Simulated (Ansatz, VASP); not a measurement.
# Ce3B in two plane-wave programs

Aim: how closely do two programs agree when they are given the same cell, functional and k mesh? The cell is invented: As first built, before any earlier steps moved the atoms: it takes the Ce3Al structure with some of its atoms replaced by other elements, volume scaled by an estimate. It may not be a known or stable phase. The cell comes out of earlier VASP steps on this material, which relaxed, scaled or displaced it; both programs get it as it stands.

Method: plane waves, with VASP 6.6.1 beside it; relaxation of cell and atoms at PBE, in Ansatz 0.2.0.

In doubt: a part-filled 4f shell, where there is one, can sit in one of many states, so energies may not be the lowest and differences between runs may mislead; derivatives with an open 4f shell can jump between states, which bears on forces and vibrations.

**1. Starting point**

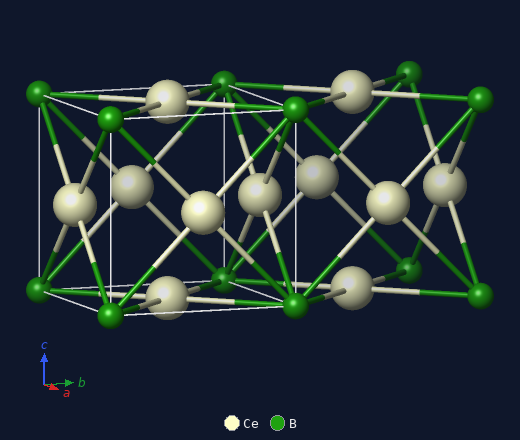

The cell as given, slightly off an axis (cerium light yellow, boron green). 1×2×1 cells are drawn. Some periodic images of atoms are drawn too.

As a file:

```cif
data_structure
_symmetry_space_group_name_H-M 'P 1'
_symmetry_Int_Tables_number 1
_cell_length_a 4.3674
_cell_length_b 4.3674
_cell_length_c 4.3674
_cell_angle_alpha 90.000
_cell_angle_beta 90.000
_cell_angle_gamma 90.000
_cell_volume 83.30
loop_
_atom_site_label
_atom_site_type_symbol
_atom_site_fract_x
_atom_site_fract_y
_atom_site_fract_z
_atom_site_occupancy
Ce1 Ce 0.50000 0.50000 0.00000 1
Ce2 Ce 0.50000 0.00000 0.50000 1
Ce3 Ce 0.00000 0.50000 0.50000 1
B4 B 0.00000 0.00000 0.00000 1
```

**2. VASP: relaxation of cell and atoms, PBE**

The relaxed volume is the usual yardstick between codes: its relative difference is about their pressure difference at one cell divided by the bulk modulus.

Lines of VASP's logs that name or quote its potential files are left out, and so is its time.

The input, INCAR:

```
SYSTEM = Ce3B
PREC = Accurate
ENCUT = 420
EDIFF = 1E-06
NELM = 100
ISMEAR = -1
SIGMA = 0.05
LREAL = .FALSE.
ALGO = Normal
GGA = PE
ISPIN = 2
MAGMOM = 1 1 1 0
LMAXMIX = 6
LORBIT = 11
LWAVE = .FALSE.
LCHARG = .FALSE.
KPAR = 2
IBRION = 2
NSW = 60
ISIF = 3
EDIFFG = -0.01
```

The input, POSCAR:

```
Ce3B
1.0
    4.3673661331      0.0000000000      0.0000000000
    0.0000000000      4.3673661331      0.0000000000
    0.0000000000      0.0000000000      4.3673661331
Ce B
3 1
Direct
    0.5000000000      0.5000000000      0.0000000000
    0.5000000000      0.0000000000      0.5000000000
    0.0000000000      0.5000000000      0.5000000000
    0.0000000000      0.0000000000      0.0000000000
```

The input, KPOINTS:

```
Automatic mesh
0
Gamma
5 5 5
0 0 0
```

The projector-augmented-wave data sets are Ce and B (PBE family, release 64).

The run is started by

```
$ mpirun -np 2 vasp_std
```

Numbers of over 12 decimals in the logs are rounded to 6 here.

The program printed:

```text
[banner, memory and clock lines left out]
running    2 mpi-ranks, on    1 nodes
 distrk:  each k-point on    1 cores,    2 groups
 distr:  one band on    1 cores,    1 groups

 POSCAR found type information on POSCAR CeB
 POSCAR found :  2 types and       4 ions
 LDA part: xc-table for (Slater+PW92), standard interpolation
 POSCAR, INCAR and KPOINTS ok, starting setup
 FFT: planning ... GRIDC
 FFT: planning ... GRID_SOFT
 FFT: planning ... GRID
 WAVECAR not read
 entering main loop
       N       E                     dE             d eps       ncg     rms          rms(c)
DAV:   1     0.407496945091E+03    0.40750E+03   -0.13867E+04  1000   0.169E+03
DAV:   2     0.410373062043E+02   -0.36646E+03   -0.36067E+03  1496   0.356E+02
DAV:   3    -0.202743580060E+02   -0.61312E+02   -0.60689E+02  1640   0.169E+02
DAV:   4    -0.248232558714E+02   -0.45489E+01   -0.44539E+01  1912   0.441E+01
DAV:   5    -0.251920159801E+02   -0.36876E+00   -0.36723E+00  1832   0.123E+01    0.229E+01
DAV:   6    -0.252736098302E+02   -0.81594E-01   -0.46624E+01  1393   0.350E+01    0.123E+01
DAV:   7    -0.239816786163E+02    0.12919E+01   -0.49692E+01  1722   0.395E+01    0.116E+01
DAV:   8    -0.233965747662E+02    0.58510E+00   -0.36829E+00  1725   0.120E+01    0.379E+00
DAV:   9    -0.233528574960E+02    0.43717E-01   -0.98412E-01  1928   0.544E+00    0.991E-01
DAV:  10    -0.233678500610E+02   -0.14993E-01   -0.13024E-01  1944   0.232E+00    0.872E-01
DAV:  11    -0.233713889345E+02   -0.35389E-02   -0.32109E-02  1896   0.102E+00    0.653E-01
DAV:  12    -0.233714075547E+02   -0.18620E-04   -0.14162E-02  1856   0.848E-01    0.282E-01
DAV:  13    -0.233717126399E+02   -0.30509E-03   -0.47050E-03  1864   0.457E-01    0.970E-02
DAV:  14    -0.233718380981E+02   -0.12546E-03   -0.10214E-03  1952   0.192E-01    0.673E-02
DAV:  15    -0.233719672015E+02   -0.12910E-03   -0.76301E-04  1790   0.181E-01    0.644E-02
DAV:  16    -0.233720055270E+02   -0.38326E-04   -0.14151E-04  1920   0.732E-02    0.511E-02
DAV:  17    -0.233720393151E+02   -0.33788E-04   -0.11617E-04  1748   0.646E-02    0.349E-02
DAV:  18    -0.233720526409E+02   -0.13326E-04   -0.48287E-05  1781   0.400E-02    0.205E-02
DAV:  19    -0.233720581084E+02   -0.54675E-05   -0.31620E-05  1654   0.328E-02    0.930E-03
DAV:  20    -0.233720581806E+02   -0.72249E-07   -0.13404E-05  1563   0.226E-02    0.407E-03
DAV:  21    -0.233720584412E+02   -0.26059E-06   -0.24776E-06  1066   0.143E-02
   1 F= -.23372058E+02 E0= -.23323480E+02  d E =-.233721E+02  mag=     0.9298
 curvature:   0.00 expect dE= 0.000E+00 dE for cont linesearch  0.000E+00
 trial: gam= 0.00000 g(F)=  0.000E+00 g(S)=  0.221E-04 ort = 0.000E+00 (trialstep = 0.100E+01)
 search vector abs. value=  0.221E-04
 reached required accuracy - stopping structural energy minimisation
```

OUTCAR, selected parts (step 2):

```text
ion  position               nearest neighbor table
   1  0.500  0.500  0.000-   2 3.09   3 3.09   2 3.09   3 3.09   2 3.09   2 3.09   3 3.09   3 3.09

  LATTYP: Found a simple cubic cell.
 ALAT       =     4.3673661331

 Subroutine GETGRP returns: Found 48 space group operations
 (whereof 48 operations were pure point group operations)

The static configuration has the point symmetry O_h .

 Found     10 irreducible k-points:

   k-points           NKPTS =     10   k-points in BZ     NKDIM =     10   number of bands    NBANDS=     25

   dimension x,y,z NGX =    30 NGY =   30 NGZ =   30
   dimension x,y,z NGXF=    60 NGYF=   60 NGZF=   60

   ENCUT  =  420.0 eV  30.87 Ry    5.56 a.u.   7.30  7.30  7.30*2*pi/ulx,y,z

   NELECT =      39.0000    total number of electrons

 k-points in reciprocal lattice and weights: Automatic mesh
   0.00000000  0.00000000  0.00000000       0.008
   0.20000000  0.00000000  0.00000000       0.048
   0.40000000  0.00000000  0.00000000       0.048
   0.20000000  0.20000000  0.00000000       0.096
   0.40000000  0.20000000  0.00000000       0.192
   0.40000000  0.40000000  0.00000000       0.096
   0.20000000  0.20000000  0.20000000       0.064
   0.40000000  0.20000000  0.20000000       0.192
   0.40000000  0.40000000  0.20000000       0.192
   0.40000000  0.40000000  0.40000000       0.064

 average (electrostatic) potential at core
       1 -74.4405       2 -74.4405       3 -74.4405       4 -23.2999

 E-fermi :   9.2232

 spin component 1
 k-point     1 :       0.0000    0.0000    0.0000
  band No.  band energies     occupation
    ...
     19       7.9180      1.00000
     20       9.0666      0.95816
     21       9.0666      0.95816
     22       9.0666      0.95816
     23       9.1571      0.78950
     24       9.7593      0.00002
     25       9.7605      0.00002

 k-point     2 :       0.2000    0.0000    0.0000
  band No.  band energies     occupation
    ...
     19       8.4696      1.00000
     20       9.0747      0.95118
     21       9.0747      0.95118
     22       9.1314      0.86245
     23       9.1652      0.76110
     24       9.6432      0.00022
     25       9.7945      0.00001

 k-point     3 :       0.4000    0.0000    0.0000
  band No.  band energies     occupation
    ...
     15       7.7212      1.00000
     16       7.8040      1.00000
     17       8.1006      1.00000
     18       8.1006      1.00000
     19       9.0773      0.94872
     20       9.3227      0.12012
     21       9.4363      0.01389
     22       9.4363      0.01389
     23       9.4401      0.01290
     24       9.6933      0.00008
    ...

 k-point     4 :       0.2000    0.2000    0.0000
  band No.  band energies     occupation
    ...
     16       7.6772      1.00000
     17       7.9480      1.00000
     18       8.2633      1.00000
     19       8.3352      1.00000
     20       8.7302      0.99995
     21       9.4045      0.02590
     22       9.4109      0.02287
     23       9.4742      0.00656
     24       9.6349      0.00027
     25       9.7060      0.00006

 k-point     5 :       0.4000    0.2000    0.0000
  band No.  band energies     occupation
    ...
     16       7.9791      1.00000
     17       8.0093      1.00000
     18       8.3514      1.00000
     19       9.0724      0.95326
     20       9.1780      0.71159
     21       9.4126      0.02212
     22       9.5485      0.00149
     23       9.5845      0.00073
     24       9.6816      0.00010
     25       9.7707      0.00002

 k-point     6 :       0.4000    0.4000    0.0000
  band No.  band energies     occupation
    ...
     16       8.1440      1.00000
     17       8.3640      1.00000
     18       9.0640      0.96022
     19       9.0862      0.93936
     20       9.1931      0.64599
     21       9.2266      0.48289
     22       9.3264      0.11260
     23       9.7226      0.00005
     24       9.7364      0.00003
     25       9.8411      0.00000

  Total       -0.0247361     -0.0247361     -0.0247361     -0.0000000     -0.0000000      0.0000000
  in kB       -0.4757555     -0.4757555     -0.4757555     -0.0000000     -0.0000000      0.0000000
  external PRESSURE =      -0.4757555 kB  Pullay stress =       0.0000000 kB

  energy-cutoff  :      420.00
  volume of cell :       83.30
      direct lattice vectors                 reciprocal lattice vectors
     4.367366133  0.000000000  0.000000000     0.228970956  0.000000000  0.000000000
     0.000000000  4.367366133  0.000000000     0.000000000  0.228970956  0.000000000
     0.000000000  0.000000000  4.367366133     0.000000000  0.000000000  0.228970956

 POSITION                                       TOTAL-FORCE (eV/Angst)
 -----------------------------------------------------------------------------------
      2.18368      2.18368      0.00000         0.000000      0.000000      0.000000
      2.18368      0.00000      2.18368         0.000000      0.000000      0.000000
      0.00000      2.18368      2.18368         0.000000      0.000000      0.000000
      0.00000      0.00000      0.00000         0.000000      0.000000      0.000000
 -----------------------------------------------------------------------------------
    total drift:                                0.000000      0.000000     -0.000000

  FREE ENERGIE OF THE ION-ELECTRON SYSTEM (eV)
  ---------------------------------------------------
  free  energy   TOTEN  =       -23.3720584412 eV

  energy  without entropy=      -23.2749024215  energy(sigma->0) =      -23.32348043

 reached required accuracy - stopping structural energy minimisation

 total charge
# of ion       s       p       d       f       tot
--------------------------------------------------
    1        2.054   5.583   1.346   1.059  10.042
    2        2.054   5.583   1.346   1.059  10.042
    3        2.054   5.583   1.346   1.059  10.042
    4        0.699   0.819   0.000   0.000   1.518
--------------------------------------------------
tot          6.861  17.569   4.037   3.176  31.643

 magnetization (x)
# of ion       s       p       d       f       tot
--------------------------------------------------
    1        0.002   0.001   0.042   0.234   0.279
    2        0.002   0.001   0.042   0.234   0.279
    3        0.002   0.001   0.042   0.234   0.279
    4       -0.002  -0.014   0.000   0.000  -0.016
--------------------------------------------------
tot          0.005  -0.012   0.126   0.701   0.820

[... 6 further parts left out ...]
```

CONTCAR:

```
Ce3B
   1.00000000000000
     4.3673661331000000    0.0000000000000000    0.0000000000000000
     0.0000000000000000    4.3673661331000000    0.0000000000000000
     0.0000000000000000    0.0000000000000000    4.3673661331000000
  Ce              B
     3     1
Direct
     0.5000000000000000    0.5000000000000000    0.0000000000000000
     0.5000000000000000    0.0000000000000000    0.5000000000000000
     0.0000000000000000    0.5000000000000000    0.5000000000000000
     0.0000000000000000    0.0000000000000000    0.0000000000000000
```

(Part 1 of 2 ends here.)

[Lines on the potential files, build, host, timing and source positions are cut from VASP's logs without a mark.]

[Logs are printed without paths, hosts, clocks, repeated set-up lines and the standing remarks that a program may print on its own settings, such as how far it seeks lower states.]

[Hosts, paths, dates, database ids (printed as entryN), source tags and the programs' standing remarks are cut or masked in the printed files.]
